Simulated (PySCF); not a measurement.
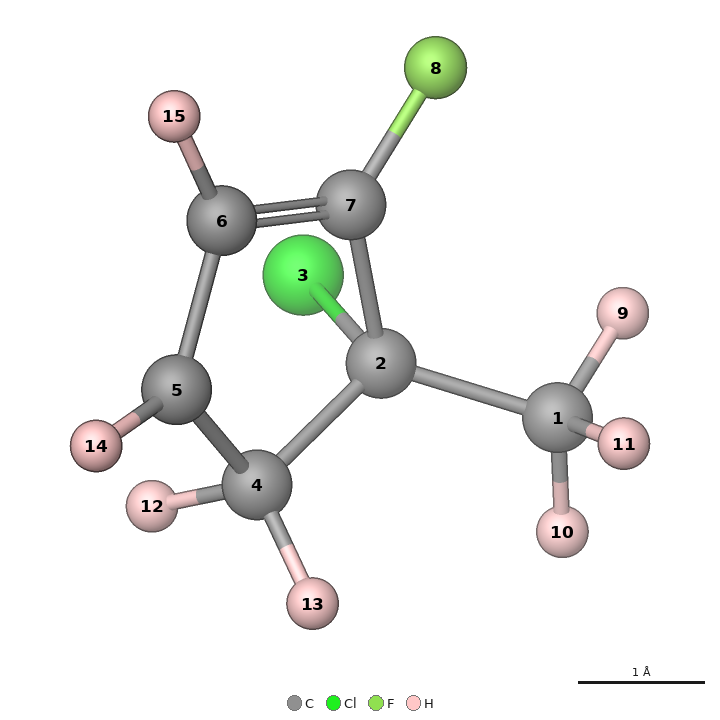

Orthographic view. Atoms fade into the background with distance from the viewer. The species has charge +1 and is a spin singlet. Geometry: a frame of a GFN2-xTB molecular-dynamics simulation, not a minimum.

Write a MOL file (V2000) with the atoms in numerical order, bonds sorted by atom number with the orders drawn, and coordinates in the frame of the picture: x right, y up, z towards the viewer, origin at the mean position.

```
C6H7ClF
                    3D

 15 15  0  0  0  0  0  0  0  0999 V2000
    1.6600   -0.4700   -0.7300 C   0  0  0  0  0  0  0  0  0  0  0  0
    0.2600   -0.0300   -0.5700 C   0  0  1  0  0  0  0  0  0  0  0  0
   -0.3600    0.6700   -2.1800 Cl  0  0  0  0  0  0  0  0  0  0  0  0
   -0.7300   -1.0000    0.0500 C   0  0  0  0  0  0  0  0  0  0  0  0
   -1.3600   -0.2400    1.1300 C   0  0  0  0  0  0  0  0  0  0  0  0
   -1.0100    1.1000    1.1300 C   0  0  0  0  0  0  0  0  0  0  0  0
    0.0200    1.2200    0.2100 C   0  0  0  0  0  0  0  0  0  0  0  0
    0.6900    2.3100   -0.0400 F   0  0  0  0  0  0  0  0  0  0  0  0
    2.1800    0.3600   -1.3000 H   0  0  0  0  0  0  0  0  0  0  0  0
    1.7000   -1.3700   -1.3000 H   0  0  0  0  0  0  0  0  0  0  0  0
    2.1900   -0.6700    0.2000 H   0  0  0  0  0  0  0  0  0  0  0  0
   -1.5600   -1.1700   -0.6100 H   0  0  0  0  0  0  0  0  0  0  0  0
   -0.2900   -1.9400    0.3600 H   0  0  0  0  0  0  0  0  0  0  0  0
   -2.0000   -0.6900    1.9100 H   0  0  0  0  0  0  0  0  0  0  0  0
   -1.3800    1.9300    1.7400 H   0  0  0  0  0  0  0  0  0  0  0  0
  1  2  1  0
  1  9  1  0
  1 10  1  0
  1 11  1  0
  2  3  1  0
  2  4  1  0
  2  7  1  0
  4  5  1  0
  4 12  1  0
  4 13  1  0
  5  6  1  0
  5 14  1  0
  6  7  2  0
  6 15  1  0
  7  8  1  0
M  CHG  1   5   1
M  END
```
